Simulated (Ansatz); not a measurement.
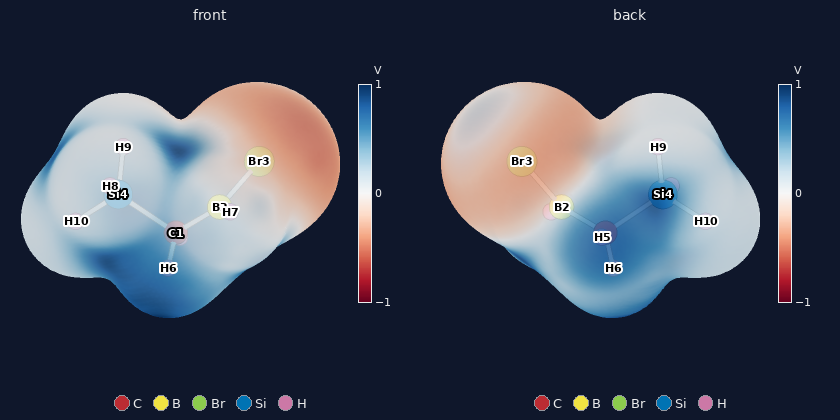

Figure. CH6BBrSi. The molecular electrostatic potential painted on the density surface at 0.001 e/bohr³, seen from the front and from behind; the colour scale runs from red (negative) to blue (positive).

Geometry: B3LYP-D3(BJ)/def2-SVP.

The calculation used isolated molecule in a Gaussian basis; Kohn-Sham density functional theory, functional PBE0 (Ansatz).

```yaml
atoms:
  - { symbol: C, position_ang: [-0.6726, 1.0278, 0.6091] }
  - { symbol: B, position_ang: [-2.0236, 0.3723, 0.2631] }
  - { symbol: Br, position_ang: [-2.1282, -1.0755, -1.0033] }
  - { symbol: Si, position_ang: [0.1091, 0.1276, 2.0999] }
  - { symbol: H, position_ang: [0.0711, 0.9710, -0.2017] }
  - { symbol: H, position_ang: [-0.7997, 2.0748, 0.9333] }
  - { symbol: H, position_ang: [-3.0597, 0.6693, 0.7964] }
  - { symbol: H, position_ang: [-0.8257, 0.1379, 3.2610] }
  - { symbol: H, position_ang: [0.4229, -1.2824, 1.7381] }
  - { symbol: H, position_ang: [1.3667, 0.8307, 2.4851] }
```

Question: Describe the electrostatic potential map.

Answer: The most negative region (about −0.5 V) lies over Br3, the most positive (about +0.9 V) over B2, Si4 and H6.
